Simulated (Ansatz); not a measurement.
A series of calculations on BH$_{3}$OF$_{4}$

Part 1: Relaxation

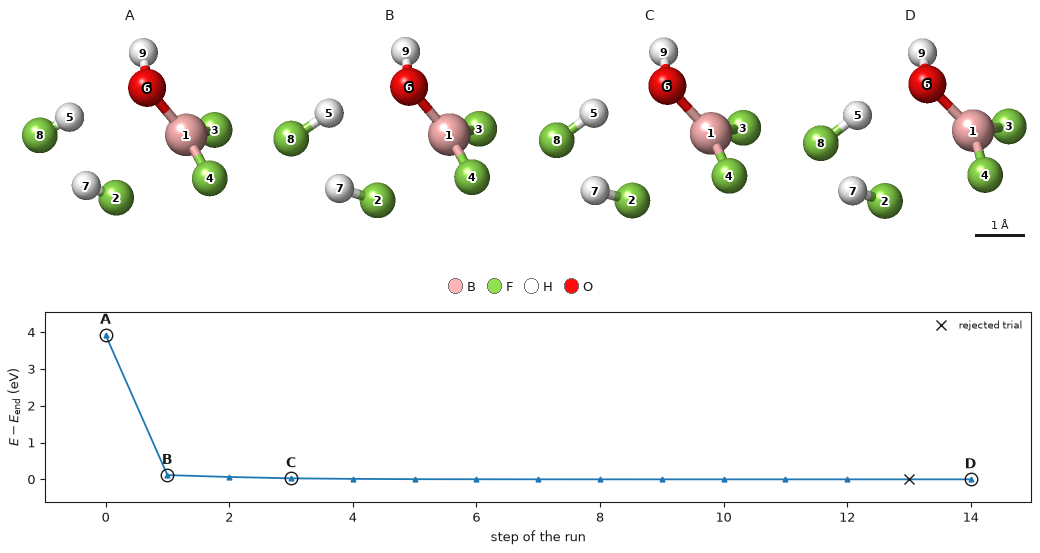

Frames of a relaxation of BH$_{3}$OF$_{4}$ (started from a transition state, displaced along its imaginary mode), marked on the history of the run. A ball-and-stick model, seen at a tilt.

Level of theory: Ansatz, RKS PBE0-D4/def2-TZVP.

Input file:
```yaml
crystal:
  periodic: [false, false, false]
  atoms:
    - {symbol: B, position_ang: [-0.459176, -0.863880, -0.415879]}
    - {symbol: F, position_ang: [-0.827176, 0.314081, 1.221363]}
    - {symbol: F, position_ang: [-1.711850, -0.739003, -0.895575]}
    - {symbol: F, position_ang: [-0.178535, -1.921694, 0.347323]}
    - {symbol: H, position_ang: [1.249937, 0.889144, 0.253221]}
    - {symbol: O, position_ang: [0.529164, -0.139859, -0.940405]}
    - {symbol: H, position_ang: [-0.190799, 0.719605, 1.273271]}
    - {symbol: F, position_ang: [1.337984, 1.329315, 0.818527]}
    - {symbol: H, position_ang: [0.250451, 0.412291, -1.661847]}
basis:
  gaussian: {orbitals: def2-TZVP}
hamiltonian: {xc: pbe0, dispersion: d4}
relax: {f_tol: 0.005, max_steps: 200}
```

Run as
```bash
ansatz run in.yaml --threads 8 --pin off --events-out ev --progress --plain --max-ram 19148MiB
```

### Describe the path.

F2 moves most after the best rigid fit: 0.39 Å. Largest moves by element: F 0.39 Å, H 0.30 Å, B 0.17 Å, O 0.13 Å. Near-neighbour distances that change, for instance: B1–F2 2.050 → 2.537 Å, H5–F8 0.722 → 0.949 Å, F2–H7 0.756 → 0.939 Å, B1–O6 1.333 → 1.372 Å. Among the angles between lasting bonds that change: F3–B1–F4 118.2° → 120.8°. Over 13 accepted moves (14 points after the start) the energy falls by 3.927 eV. The largest force component goes from 21 to 0.00057 eV/Å. The line search rejected the trial step at point 13 of the run. Cost: 24 s on 8 threads of Arm Neoverse V1, on a shared host. From step 0 to 1: F8 moves most (0.19 Å), energy −3.811 eV. From step 1 to 3: F2 moves most (0.15 Å), energy −0.088 eV. From step 3 to 14: F2 moves most (0.20 Å), energy −0.028 eV.

Part 2: Relaxation

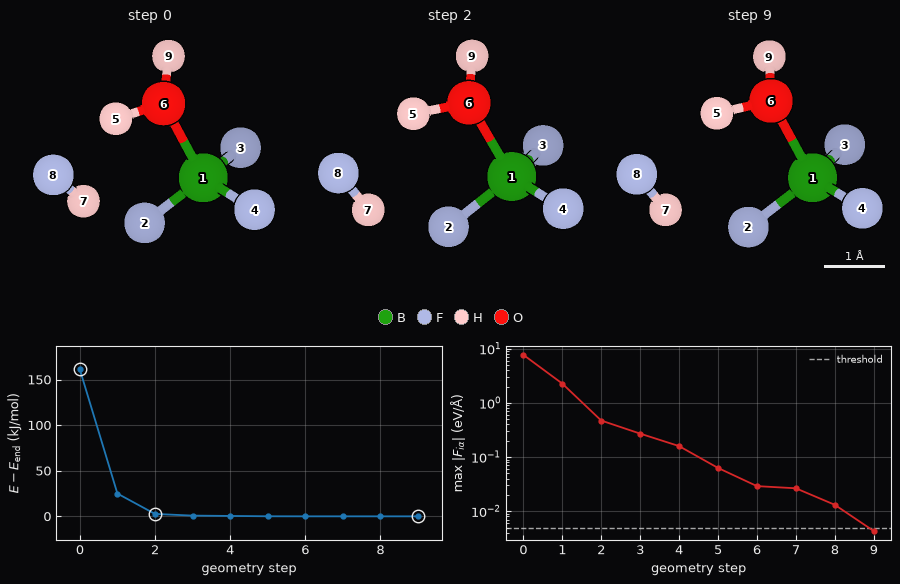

Frames of a relaxation of BH3OF4 (started from a transition state, displaced along its imaginary mode), marked on the history of the run. A ball-and-stick model, seen at a tilt.

Method: RKS PBE0-D4/def2-TZVP in Ansatz 0.2.0. (force threshold 0.005 eV/Å; at most 200 steps)

> What happens along the run?

H7 moves most after the best rigid fit: 0.34 Å. By element the largest moves are H 0.34 Å, F 0.29 Å, B 0.16 Å, O 0.13 Å. Near-neighbour distances that change, for instance: F2–H7 1.344 → 1.660 Å, B1–F2 1.280 → 1.396 Å, H5–O6 0.873 → 0.984 Å, H7–F8 0.848 → 0.945 Å. Bond angles that change, for instance: H5–O6–H9 117.4° → 109.2°, B1–O6–H5 105.8° → 111.6°, F3–B1–F4 113.4° → 117.2°. The energy falls by 161.1 kJ/mol in 9 geometry steps. The largest force component goes from 7.7 to 0.0043 eV/Å. The run took 17 s on 8 threads of Arm Neoverse V1, with other jobs on the host. From step 0 to 2: H7 moves most (0.30 Å), energy −158.4 kJ/mol. From step 2 to 9: H5 moves most (0.08 Å), energy −2.65 kJ/mol.

```json
{"step": "0", "E − E(0), kJ/mol": "0.00", "largest force component, eV/Å": "7.7183"}
{"step": "1", "E − E(0), kJ/mol": "-136.09", "largest force component, eV/Å": "2.2733"}
{"step": "2", "E − E(0), kJ/mol": "-158.42", "largest force component, eV/Å": "0.4725"}
{"step": "3", "E − E(0), kJ/mol": "-160.28", "largest force component, eV/Å": "0.2709"}
{"step": "4", "E − E(0), kJ/mol": "-160.65", "largest force component, eV/Å": "0.1594"}
{"step": "5", "E − E(0), kJ/mol": "-161.01", "largest force component, eV/Å": "0.0630"}
{"step": "6", "E − E(0), kJ/mol": "-161.07", "largest force component, eV/Å": "0.0291"}
{"step": "7", "E − E(0), kJ/mol": "-161.07", "largest force component, eV/Å": "0.0265"}
{"step": "8", "E − E(0), kJ/mol": "-161.08", "largest force component, eV/Å": "0.0131"}
{"step": "9", "E − E(0), kJ/mol": "-161.08", "largest force component, eV/Å": "0.0043"}
```

Part 3: Reaction

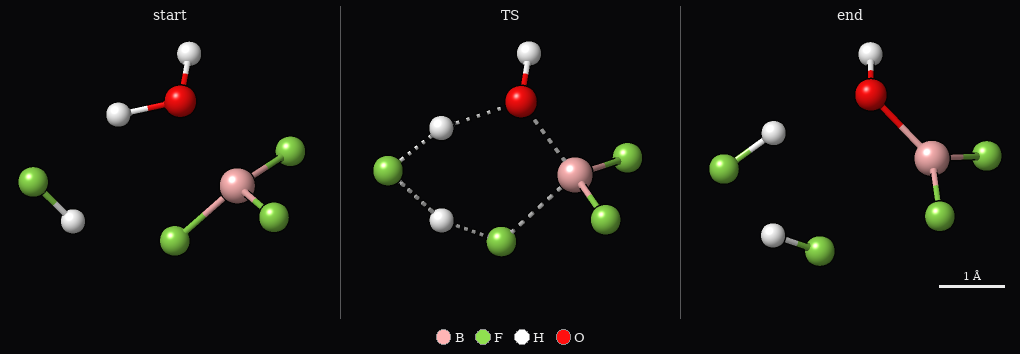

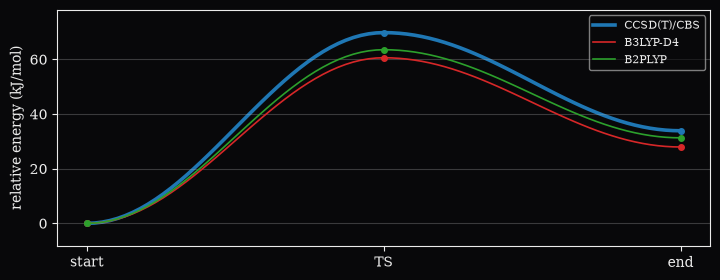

A reaction step of BH3OF4, with its energy diagram. A ball-and-stick model, seen face on. Dashed sticks mark bonds that form or break.

Stationary points at PBE0-D4/def2-TZVP, single-point energies with CCSD(T)/CBS, B3LYP-D4, B2PLYP (def2-TZVPP where no basis is named; Ansatz 0.2.0). The energies are electronic, without zero-point or thermal terms, and both ends are the minima reached downhill from the saddle, with any fragments still in contact. CCSD(T)/CBS stands for a frozen-core estimate: MP2 correlation extrapolated from def2-TZVPP and def2-QZVPP, CCSD(T) minus MP2 from the smaller set.

Q: What happens, and what does it cost?

A: Counted by bonded pieces, the start holds BF₃ + HF + H₂O and the end holds BHOF₂ + HF + HF. From the start over the saddle to the end, bonds form: B–O (1.66 → 1.46 → 1.37 Å), F–H (1.66 → 1.05 → 0.94 Å), F–H (1.70 → 1.07 → 0.95 Å). Bonds break: B–F (1.40 → 1.66 → 2.54 Å), H–O (0.98 → 1.30 → 1.66 Å), F–H (0.94 → 1.27 → 1.71 Å). The saddle has one imaginary mode, 489i cm⁻¹. With CCSD(T)/CBS the barrier is 69.8 kJ/mol from the start and 35.9 kJ/mol from the end, and the end lies 33.9 kJ/mol above the start.

| level | barrier from the start (kJ/mol) | barrier from the end (kJ/mol) | the end less the start (kJ/mol) |
| --- | --- | --- | --- |
| CCSD(T)/CBS | 69.8 | 35.9 | 33.9 |
| B3LYP-D4 | 60.6 | 32.7 | 27.9 |
| B2PLYP | 63.5 | 32.2 | 31.3 |

Against CCSD(T)/CBS, B2PLYP comes closest on the barrier from the start (−6.3 kJ/mol) and B3LYP-D4 misses most (−9.2 kJ/mol).

Part 4: Path

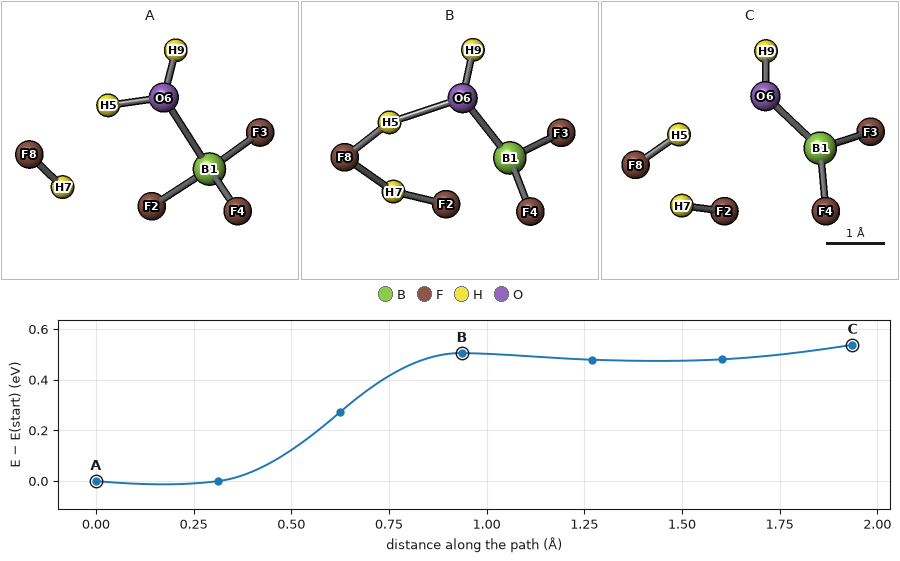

A search for the minimum-energy path of BH3OF4 by the nudged elastic band. Images are numbered from 0 (start) to 6 (end). Frames A to C are images 0, 3, 6. Style: ball-and-stick. Shown at a tilt.

Theory: RKS PBE0-D4/def2-SVP (Ansatz 0.2.0). Set-up: 5 movable images; climbing image.

Question: Describe the mechanism and the energy profile.

Answer: No barrier shows: the energy is highest at the end, and the end lies 0.54 eV above the start. Breaking: B1–F2 (1.40 → 2.54 Å), H5–O6 (0.98 → 1.66 Å), H7–F8 (0.94 → 1.71 Å). Forming: F2–H7 (1.66 → 0.94 Å), H5–F8 (1.70 → 0.95 Å). The band converged in 19 iterations. The largest component of the band force went from 3.7 to 0.026 eV/Å. The largest force component is 0.20 eV/Å at the start and 0.16 eV/Å at the end; an end with forces this large is no minimum, and the barrier measured from it can be far off.

Cost: 89 s on 8 threads of Arm Neoverse V1, on a shared host.
